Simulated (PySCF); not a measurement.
**Run report: C7H6FO2, EPR calculation**

System: C7H6FO2, multiplicity 2, SMILES CCc1cc(=O)o[c]c1F.
Method: UKS B3LYP, pcH-1 on C F H O, non-relativistic, mean-field spin-orbit, GIAO (PySCF 2.14.0).

It belongs to a series of runs on one base structure; here: H removed from aryl C.

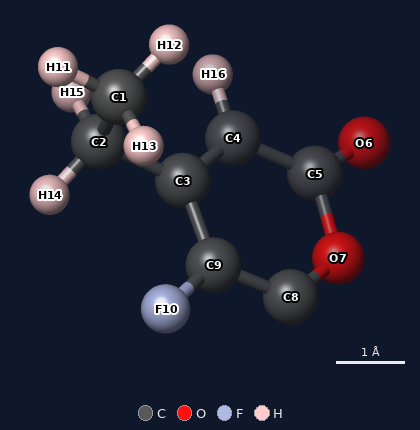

*The structure as given in the input (ball-and-stick view, seen at a tilt; atoms are numbered from 1 in the order of the input).*

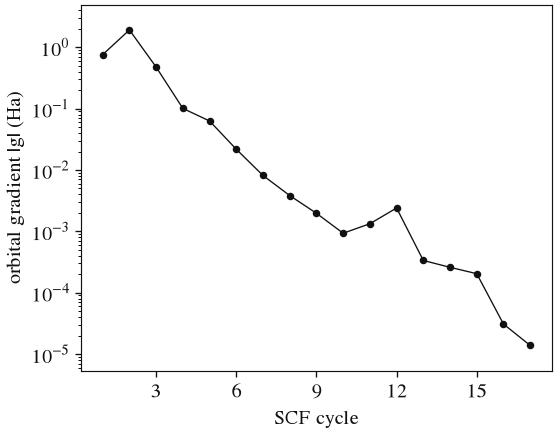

*Convergence of the self-consistent field: orbital gradient |g| against the SCF cycle.*

All cycles printed in the log are drawn one after another.

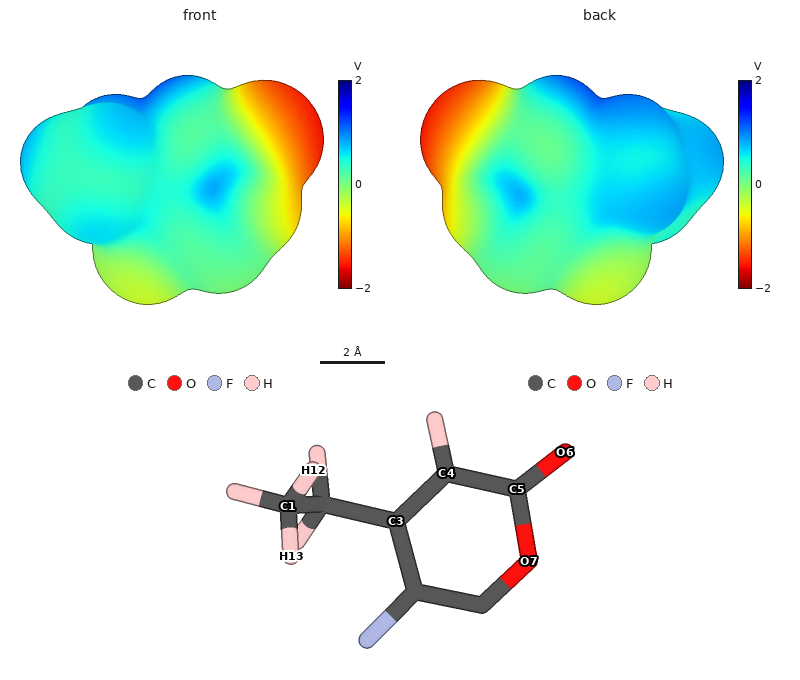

*The electrostatic potential painted on the density surface at 0.001 e/bohr³, seen face on and from behind; red is negative and blue positive. The bare structure is drawn below in the same view.*

A positive charge is drawn to the negative regions and a negative charge to the positive ones.

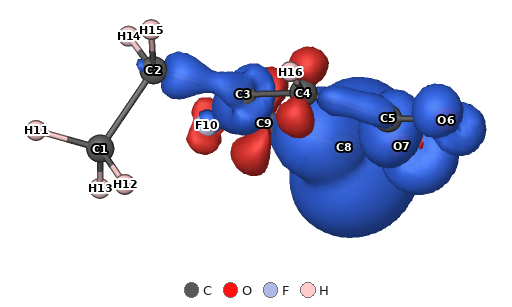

*Isosurfaces of the spin density at +0.015 (blue) and −0.015 e/Å³ (red), seen from the side.*

The unpaired spin (1 electron) lies mostly on C8 (about 0.7) and O7 (about 0.1), in electrons by Hirshfeld's partition.

These pictures come from the run below.

Input:
```
{"job": {"kind": "epr", "basis": "pcH-1"}, "charge": 0, "multiplicity": 2}
C     -2.094455     0.295995     0.497877
C     -1.223214    -0.589288    -0.396258
C      0.226545    -0.289948    -0.162100
C      0.954795     0.531873    -0.966982
C      2.326536     0.859740    -0.730339
O      3.063736     1.562864    -1.359343
O      2.846806     0.232480     0.441653
C      2.154321    -0.535979     1.185695
C      0.862438    -0.859402     0.983934
F      0.174435    -1.676254     1.794545
H     -3.144104     0.092897     0.303006
H     -1.898970     1.347673     0.300938
H     -1.893937     0.095050     1.547200
H     -1.419555    -1.637353    -0.163136
H     -1.462149    -0.407116    -1.444708
H      0.519174     0.985712    -1.843393
```

The first line tells a small driver script what to run in PySCF; the rest is the geometry in Å.

Launched with:
```bash
OMP_NUM_THREADS=1 python <driver script> task.json out
```

Output:
```
UKS, coarse grid
  cycle   1  E = -520.35390483  |g| = 7.60e-01
  cycle   2  E = -518.77608111  |g| = 1.92e+00
  cycle   3  E = -520.45793483  |g| = 4.76e-01
  cycle   4  E = -520.56631831  |g| = 1.01e-01
  cycle   5  E = -520.56882575  |g| = 6.29e-02
  cycle   6  E = -520.57035159  |g| = 2.18e-02
  cycle   7  E = -520.57055343  |g| = 8.14e-03
  cycle   8  E = -520.57059266  |g| = 3.83e-03
  cycle   9  E = -520.57060778  |g| = 1.97e-03
  cycle  10  E = -520.57061300  |g| = 9.31e-04
UKS, final grid
  cycle   1  E = -520.57060873  |g| = 1.33e-03
  cycle   2  E = -520.57060741  |g| = 2.40e-03
  cycle   3  E = -520.57061006  |g| = 3.35e-04
  cycle   4  E = -520.57061019  |g| = 2.59e-04
  cycle   5  E = -520.57061037  |g| = 2.04e-04
  cycle   6  E = -520.57061040  |g| = 3.08e-05
  cycle   7  E = -520.57061040  |g| = 1.38e-05
E = -520.57061040 Eh   <S^2> = 0.7606 (exact 0.7500)
g shifts (ppm)      1          2          3
  rmc          -200       -200       -200
  gc             19         19       -119
  oz_so       -2354       -144       1661
  total       -2535       -324       1342
hyperfine (MHz)  atom isotope    a_iso     a_fc   dipolar eigenvalues
    0   13C       0.44       0.44     -0.33     -0.19      0.52
    1   13C      13.20      13.20     -2.08     -2.01      4.09
    2   13C      28.64      28.64     -5.16     -2.07      7.23
    3   13C       1.24       1.24     -8.97      2.37      6.61
    4   13C      15.37      15.37     -6.62     -5.49     12.11
    5   17O      -1.97      -1.97    -14.48      6.12      8.36
    6   17O     -98.73     -98.73    -26.98     12.10     14.88
    7   13C     518.20     518.20    -74.55    -51.28    125.83
    8   13C      22.69      22.69    -23.36     -7.38     30.75
    9   19F      15.68      15.68    -37.07     -0.55     37.63
   10    1H       1.36       1.36     -0.58     -0.41      0.99
   11    1H       0.02       0.02     -0.85     -0.58      1.44
   12    1H      -0.03      -0.03     -1.09     -0.74      1.83
   13    1H      -0.62      -0.62     -1.79     -0.71      2.51
   14    1H       5.00       5.00     -1.51     -0.54      2.05
   15    1H      10.61      10.61     -2.10      0.68      1.42
```

Key numbers:

```tsv
quantity	value
outcome	converged
total energy	−520.570610 hartree
⟨S²⟩	0.761
isotropic g	2.0018
hardware	1 CPU thread, shared host
wall time	1.7 min
peak memory	1.1 GiB
```
